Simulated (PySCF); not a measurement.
**C4H11BOSi: density, localisation and related maps**

The calculation's input:

```
{"job": {"kind": "nmr", "xc": "PBE0", "basis": "pcSseg-1"}, "charge": 0, "multiplicity": 1}
C      2.876474    -0.885441    -0.246252
C      1.651877    -0.449611    -0.538593
B      0.736345     0.312327     0.449373
C     -0.772333     0.494270     0.141544
Si    -1.041256     2.213459    -0.691867
O     -1.368305    -0.330459    -0.871025
C     -1.588269    -1.648546    -0.459352
H      3.319723    -0.704238     0.720704
H      3.482501    -1.447087    -0.941960
H      1.265200    -0.682574    -1.526807
H      1.170715     0.801622     1.422578
H     -1.413292     0.476130     1.037107
H     -0.333381     2.226643    -1.969967
H     -2.482776     2.344966    -0.902444
H     -0.552186     3.287816     0.177860
H     -2.042564    -2.172639    -1.299747
H     -2.269129    -1.687605     0.403121
H     -0.648104    -2.142716    -0.180687
```

Run with:

```sh
OMP_NUM_THREADS=1 python probes_run.py task.json out
```

Geometry: GFN2-xTB.

All numbers below come from PySCF 2.14.0, PBE0/pcSseg-1, SCF density, gas phase, non-relativistic.

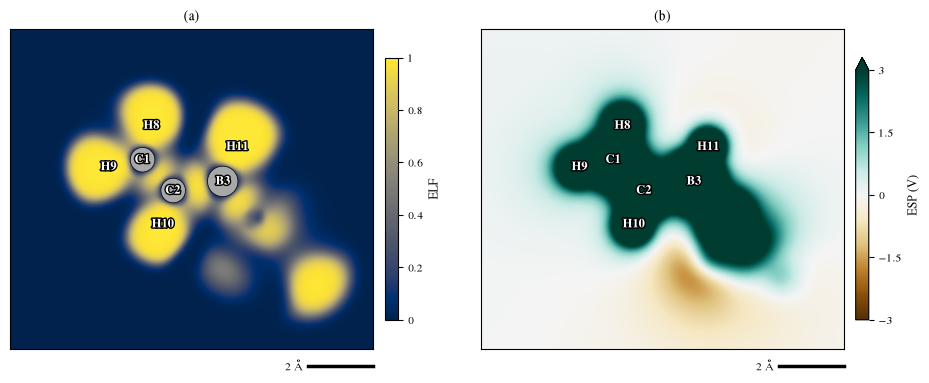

Figure 1. (a) ELF; (b) molecular electrostatic potential on the plane of atoms H8, C1 and H9. Grey discs cover the atomic cores in the ELF map.

### Describe what can be read from this map.

The section cuts through C, B and H sites. C–C (1.33 Å): the ELF peaks at about 0.95 between the atoms (a multiple bond). C–B (1.55 Å): the ELF peaks at about 1 between the atoms; localised, covalent bonding. C–H (1.08 Å): the ELF climbs to about 1 towards the hydrogen, as it does in any bond to H (a covalent bond by its length). B–H (1.17 Å): the ELF climbs to about 1 towards the hydrogen (an ordinary covalent bond to hydrogen). Outside the dense part of the molecule the potential is most negative (−1.6 V) near O6, which lies off the plane.

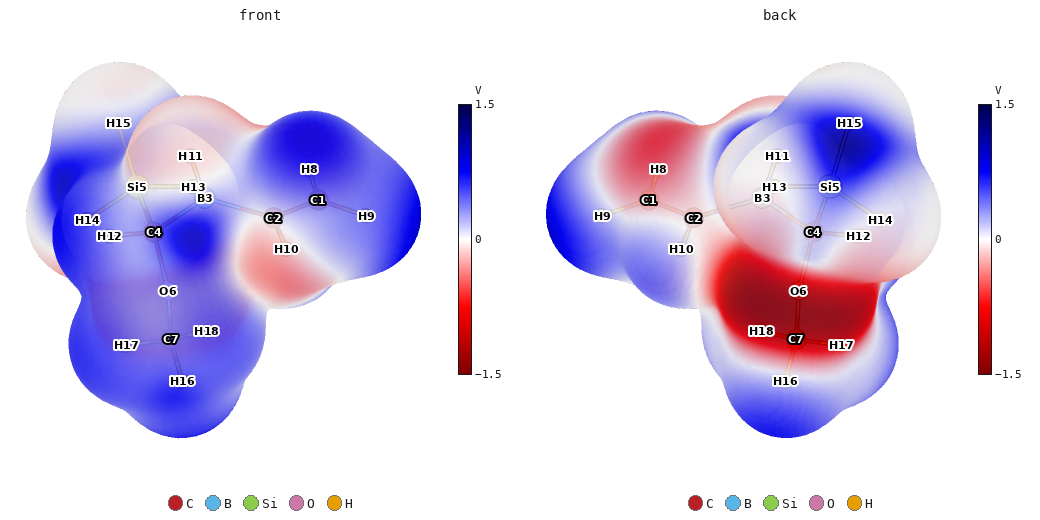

Figure 2. The molecular electrostatic potential painted on the density surface at 0.002 e/bohr³, seen from the front and from behind; the colour scale runs from red (negative) to blue (positive).

### Where is the surface potential most negative and most positive?

The most negative region (about −1.4 V, or −32 kcal/mol for a unit charge) lies over O6, the most positive (about +1.1 V, or +25 kcal/mol for a unit charge) over B3 and Si5. O6 is the likeliest acceptor of a hydrogen bond.
